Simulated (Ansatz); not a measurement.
# How methods differ on CH2F2 (SMILES FCF)

CH2F2 has 5 atoms, charge 0, and is taken as a singlet. As SMILES, `FCF`. The shape is that of a PBE0-D4/def2-TZVP optimisation.

| atom | x (Å) | y (Å) | z (Å) |
| --- | --- | --- | --- |
| F | -1.0733 | 0.1912 | 0.6983 |
| C | 0.0101 | -0.0169 | -0.0823 |
| F | 1.0905 | -0.1792 | 0.7132 |
| H | -0.1427 | -0.9329 | -0.6595 |
| H | 0.1653 | 0.8642 | -0.7111 |

Each level gives the energy change with the C2–H5 bond stretched from 1.094 to 2.187 Å (eV). The values are calculated.

```json
{"level": "HF/STO-3G (restricted)", "kind": "Hartree–Fock", "program": "Ansatz", "value (eV)": "6.77", "less FCI/STO-3G": "+2.96", "CPU time (all runs)": "0.18 s"}
{"level": "SVWN5/STO-3G (restricted)", "kind": "LDA", "program": "Ansatz", "value (eV)": "4.12", "less FCI/STO-3G": "+0.31", "CPU time (all runs)": "1 s"}
{"level": "BLYP/STO-3G (restricted)", "kind": "GGA", "program": "Ansatz", "value (eV)": "3.66", "less FCI/STO-3G": "-0.15", "CPU time (all runs)": "1.6 s"}
{"level": "r2SCAN/STO-3G (restricted)", "kind": "meta-GGA", "program": "Ansatz", "value (eV)": "4.27", "less FCI/STO-3G": "+0.46", "CPU time (all runs)": "3.6 s"}
{"level": "r2SCAN0/STO-3G (restricted)", "kind": "hybrid meta-GGA", "program": "Ansatz", "value (eV)": "5.02", "less FCI/STO-3G": "+1.21", "CPU time (all runs)": "3.5 s"}
{"level": "B2PLYP/STO-3G (restricted)", "kind": "double hybrid", "program": "Ansatz", "value (eV)": "4.73", "less FCI/STO-3G": "+0.92", "CPU time (all runs)": "2.1 s"}
{"level": "MP2/STO-3G (restricted)", "kind": "perturbation theory", "program": "Ansatz", "value (eV)": "5.02", "less FCI/STO-3G": "+1.21", "CPU time (all runs)": "0.14 s"}
{"level": "BCCD(T)/STO-3G (restricted)", "kind": "coupled cluster or CI", "program": "Ansatz", "value (eV)": "3.83", "less FCI/STO-3G": "+0.02", "CPU time (all runs)": "0.27 s"}
{"level": "FCI/STO-3G", "kind": "exact in the basis", "program": "Ansatz", "value (eV)": "3.81", "less FCI/STO-3G": "0.00", "CPU time (all runs)": "5.3 s"}
```

FCI/STO-3G is exact within its basis and frozen core, so for wave-function methods in that basis the difference is their error; functionals converge differently with the basis, so for them it is only a difference. Spin-restricted single references rise too steeply as a bond breaks, Hartree–Fock most of all. The first shape isn't each level's own minimum. The values span 3.66 to 6.77 eV. All rows use very small basis sets, so even the best lies far from the true value. CPU times are rough (shared hosts, several kinds of processor): they show what a rung costs within a factor of a few.

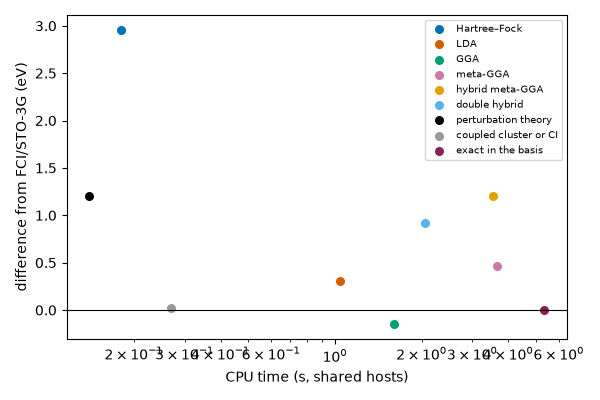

Difference from FCI/STO-3G against processor time, one point a level.
